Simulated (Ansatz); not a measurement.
# NH₃S (triplet): one geometry, many settings at distance N1–H4 along a hydrogen transfer = 1.255 Å

What do other methods and options give for NH₃S (triplet) at this geometry, and how long do they take?

Computed with Ansatz 0.2.0, Gaussian basis. Level: the settings change from run to run.

7 further runs of the same task are left out: 7 that didn't finish.

### 1 What is computed

The geometry derives from fragments relaxed apart (PBE0/def2-TZVP) and kept rigid, so it is no stationary point. A hydrogen atom is moved between rigid fragments.

5 atoms, charge 0, spin multiplicity 3.

Atoms are counted from 1 here; the program's logs count them from 0.

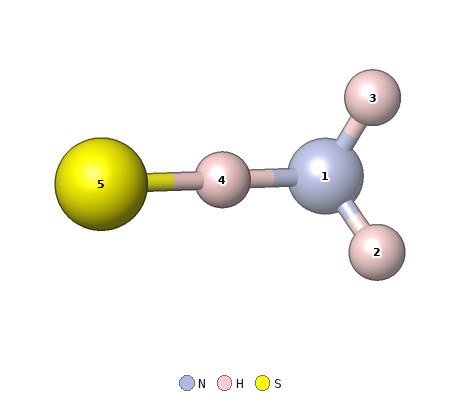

The geometry (nitrogen light blue, hydrogen pink, sulfur yellow); atoms are numbered from 1 in the order of the file.

### 2 NEVPT2(2,5)/STO-3G

File in.yaml:

```yaml
crystal:
  periodic: [false, false, false]
  atoms:
    - {symbol: N, position_ang: [-1.797868, -0.011611, -0.018072]}
    - {symbol: H, position_ang: [-2.095148, 0.956222, -0.018071]}
    - {symbol: H, position_ang: [-2.095147, -0.413910, 0.862188]}
    - {symbol: H, position_ang: [-0.542868, -0.011611, -0.018072]}
    - {symbol: S, position_ang: [0.934132, -0.011610, -0.018072]}
basis:
  gaussian: {orbitals: STO-3G}
magnetization: {spin_polarized: false, initial_magnetization: 2}
correlation: {method: sc_nevpt2, electrons: all, active_space: {window: {electrons: 2, orbitals: 5}, states: [{multiplicity: 3, weights: [1, 1, 1]}]}}
scf: {lower_state_search: light}
```

Launch:

```
$ ansatz run in.yaml --threads 1 --pin off --events-out ev --progress --plain --max-ram 2393MiB
```

What it wrote:

```text
Functional definition: HF
  name "HF"
  cite "Fock, Z. Phys. 61, 126 (1930) doi:10.1007/BF01340294"
  parent pbe
  exchange = exact_x
  correlation = 0
266 factors; integrals over basis functions are off by at most 2.9e-8 eV
mean field evaluation 1: about -12204.2328 eV, gradient 9.0e0 eV
mean field evaluation 2: about -12204.2867 eV, gradient 9.1e0 eV
mean field evaluation 4: about -12204.6894 eV, gradient 1.1e0 eV
mean field evaluation 8: about -12204.7341 eV, gradient 1.4e-1 eV
mean field evaluation 16: about -12204.7160 eV, gradient 1.2e0 eV
mean field evaluation 32: about -12204.7211 eV, gradient 3.4e-6 eV
mean field evaluation 64: about -12204.7211 eV, gradient 6.3e-3 eV
mean field evaluation 96: about -12204.6584 eV, gradient 1.8e-1 eV
mean field -12204.73419749 eV, -448.5157090918 hartree, gradient 2.6e-6 eV, S^2 2.000000; 10 other end points of the search recorded, 0 dependent functions left out
reference -12204.73419749 eV, -448.5157090918 hartree; 14, 12 occupied and 3, 5 virtual orbitals, 266 factors
state -12204.39597662 eV, -448.5032797041 hartree
state -12190.15863586 eV, -447.9800670815 hartree
state -12188.82210669 eV, -447.9309505405 hartree
state -12204.39597662 eV, -448.5032797041 hartree; corrected -12206.02158084 eV, -448.5630195575 hartree
state -12190.15863586 eV, -447.9800670815 hartree; corrected -12191.83313285 eV, -448.0416037110 hartree
state -12188.82210669 eV, -447.9309505405 hartree; corrected -12190.34707101 eV, -447.9869919455 hartree
Total energy: -12196.06726157 eV, -448.1972050713 hartree
```

It took 0.45 s on 1 thread of Arm Neoverse V2, shared host.

From the report: 17 determinants; active occupations (of the averaged states) 1.00, 0.33, 0.33, 0.33, 0.00.

### 3 NEVPT4(SD)(8,7)/STO-3G

in.yaml, as its differences from that of step 2:

```diff
@@ -11,3 +11,2 @@
 magnetization: {spin_polarized: false, initial_magnetization: 2}
-correlation: {method: sc_nevpt2, electrons: all, active_space: {window: {electrons: 2, orbitals: 5}, states: [{multiplicity: 3, weights: [1, 1, 1]}]}}
-scf: {lower_state_search: light}
+correlation: {method: fic_nevpt4_sd, electrons: valence, active_space: {window: {electrons: 8, orbitals: 7}}}
```

Launched as before.

What it wrote (excerpt; [...] marks lines left out):

```text
Functional definition: HF
  name "HF"
  cite "Fock, Z. Phys. 61, 126 (1930) doi:10.1007/BF01340294"
  parent pbe
[...]
196 factors; integrals over basis functions are off by at most 2.7e-5 eV
[...]
mean field -12204.73407628 eV, -448.5157046374 hartree, gradient 2.5e-6 eV, S^2 2.000000; 10 other end points of the search recorded, 0 dependent functions left out
reference -12204.73407628 eV, -448.5157046374 hartree; 14, 12 occupied and 3, 5 virtual orbitals, 196 factors
state -12206.32497223 eV, -448.5741689852 hartree
state -12206.32497223 eV, -448.5741689852 hartree; corrected -12207.11938535 eV, -448.6033631288 hartree
Total energy: -12207.11938535 eV, -448.6033631288 hartree
```

It took 6.5 s on 1 thread of Arm Neoverse V2, shared host.

From the report: 1,225 determinants; active occupations 2.00, 1.98, 1.96, 1.00, 1.00, 0.04, 0.02.

### 4 CASSCF(4,3)/cc-pVDZ

in.yaml, as its differences from that of step 3:

```diff
@@ -9,4 +9,5 @@
 basis:
-  gaussian: {orbitals: STO-3G}
+  gaussian: {orbitals: cc-pVDZ}
 magnetization: {spin_polarized: false, initial_magnetization: 2}
-correlation: {method: fic_nevpt4_sd, electrons: valence, active_space: {window: {electrons: 8, orbitals: 7}}}
+correlation: {active_space: {window: {electrons: 4, orbitals: 3}}}
+output: {forces: true}
```

The command is unchanged.

What it wrote (excerpt; [...] marks lines left out):

```text
Functional definition: HF
  name "HF"
  cite "Fock, Z. Phys. 61, 126 (1930) doi:10.1007/BF01340294"
  parent pbe
[...]
460 factors; integrals over basis functions are off by at most 1.2e-3 eV
[...]
mean field -12343.52601953 eV, -453.6162144751 hartree, gradient 1.8e-6 eV, S^2 2.000000; 14 other end points of the search recorded, 0 dependent functions left out
reference -12343.52601953 eV, -453.6162144751 hartree; 14, 12 occupied and 33, 35 virtual orbitals, 460 factors
state -12343.52601953 eV, -453.6162144751 hartree
[...]
Total energy: -12343.52601953 eV, -453.6162144751 hartree
Atom 0 at    -1.797868    -0.011611    -0.018072 Å, force    -1.169382    -0.235857    -0.367113 eV/Å
Atom 1 at    -2.095148     0.956222    -0.018071 Å, force     0.189439     0.106103     0.183760 eV/Å
Atom 2 at    -2.095147    -0.413910     0.862188 Å, force     0.189439     0.123029     0.172886 eV/Å
Atom 3 at    -0.542868    -0.011611    -0.018072 Å, force    -0.150663    -0.106214    -0.165323 eV/Å
Atom 4 at     0.934132    -0.011610    -0.018072 Å, force     0.941167     0.112939     0.175790 eV/Å
Dipole moment:    -0.547878     0.180311     0.280656 e Å
```

Run time: 4.8 s. Hardware: 1 thread of Arm Neoverse V2, shared host.

From the report: 9 determinants; active occupations 2.00, 1.00, 1.00. With so small a space the active step adds no correlation: the energy is the mean field's.

### 5 CISD/cc-pVDZ

in.yaml, as its differences from that of step 4:

```diff
@@ -11,3 +11,2 @@
 magnetization: {spin_polarized: false, initial_magnetization: 2}
-correlation: {active_space: {window: {electrons: 4, orbitals: 3}}}
-output: {forces: true}
+correlation: {active_space: {ras: {orbitals: [12, 2, 33], electrons: 26, max_holes: 2, max_particles: 2}, fixed_orbitals: true}}
```

Launched as before.

What it wrote (excerpt; [...] marks lines left out):

```text
Functional definition: HF
  name "HF"
  cite "Fock, Z. Phys. 61, 126 (1930) doi:10.1007/BF01340294"
  parent pbe
[...]
460 factors; integrals over basis functions are off by at most 1.2e-3 eV
[...]
mean field -12343.52601953 eV, -453.6162144751 hartree, gradient 1.8e-6 eV, S^2 2.000000; 14 other end points of the search recorded, 0 dependent functions left out
reference -12343.52601953 eV, -453.6162144751 hartree; 14, 12 occupied and 33, 35 virtual orbitals, 460 factors
state -12351.95402569 eV, -453.9259379891 hartree
Total energy: -12351.95402569 eV, -453.9259379891 hartree
```

Wall time 34 s (1 thread of Arm Neoverse V2, shared host); peak memory 0.34 GiB.

From the report: 667,591 determinants.

### 6 All runs side by side

Where basis and cores are those of an earlier UCCSDT(Q)/cc-pVDZ run (-12352.8390 eV), and the state is the same kind, the miss against it is given.

```
                                      level  correlated  functions  energy (eV)  from UCCSDT(Q) (meV)    time
NEVPT2(2,5)/STO-3G (mean of several states)         all         17  -12196.0673                        0.45 s
                     NEVPT4(SD)(8,7)/STO-3G     valence         17  -12207.1194                         6.5 s
                        CASSCF(4,3)/cc-pVDZ                     47  -12343.5260                9313.0   4.8 s
                               CISD/cc-pVDZ         all         47  -12351.9540                          34 s
```

### 7 Outcome

```
quantity                                                value
    runs                                                    4
quickest  NEVPT2(2,5)/STO-3G (mean of several states), 0.45 s
 slowest                                   CISD/cc-pVDZ, 34 s
```

Total energies in different bases, with other cores or another treatment of relativity can't be set against each other. CISD/cc-pVDZ took 76 times as long as NEVPT2(2,5)/STO-3G (mean of several states); the jobs differ in more than the method. Hartree-Fock, CASSCF and CASCI lack dynamic correlation by design.
